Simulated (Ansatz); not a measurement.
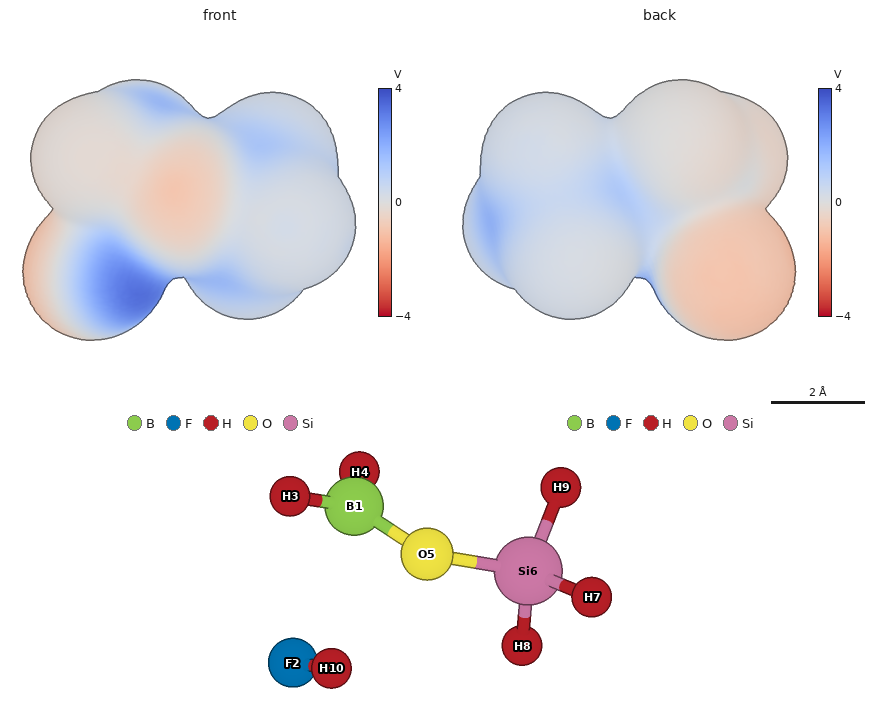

*BH5OSi···HF. The molecular electrostatic potential painted on the density surface at 0.002 e/bohr³, seen from the front and from behind; the colour scale runs from red (negative) to blue (positive). The bare structure is drawn below in the same view.*

Not at a stationary point (largest force 0.9 eV/Å).

All numbers below come from RKS BHLYP/6-31G* in Ansatz 0.2.0.

The calculation's input:

```
crystal:
  periodic: [false, false, false]
  atoms:
    - { symbol: B, position_ang: [0.0, 0.0, 0.0] }
    - { symbol: F, position_ang: [0.0, 0.0, 1.67] }
    - { symbol: H, position_ang: [1.0305, 0.0, -0.595] }
    - { symbol: H, position_ang: [-1.0305, 0.0, -0.595] }
    - { symbol: O, position_ang: [0.0715, -1.6212, 0.5392] }
    - { symbol: Si, position_ang: [-0.6985, -2.9178, -0.2012] }
    - { symbol: H, position_ang: [0.2063, -4.0629, -0.2427] }
    - { symbol: H, position_ang: [-1.8953, -3.2713, 0.5566] }
    - { symbol: H, position_ang: [-1.0766, -2.5477, -1.562] }
    - { symbol: H, position_ang: [0.0453, -1.0266, 1.5024] }
basis:
  gaussian: { orbitals: "6-31G*" }
hamiltonian:
  xc: { name: BHLYP }
relax:
  f_tol: 0.15
  max_steps: 25
  restrain:
    - { distance: [0, 4], at: 1.41, k: 30.0 }
    - { distance: [9, 1], at: 0.92, k: 30.0 }
    - { distance: [0, 1], at: 2.52, k: 30.0 }
    - { distance: [9, 4], at: 2.21, k: 30.0 }
output:
  orbitals: {}
```

Command:

```sh
ansatz run input.yaml --threads 1 --pin off --max-ram 2048MiB --backend cpu --events-out ev --progress --plain --runs-dir out
```

The fields are those of the run's last geometry, not of the input's.

> Describe the electrostatic potential map.

The most negative region (about −1.1 V, or −25 kcal/mol for a unit charge) lies over F2, the most positive (about +3.1 V, or +71 kcal/mol for a unit charge) over H10.
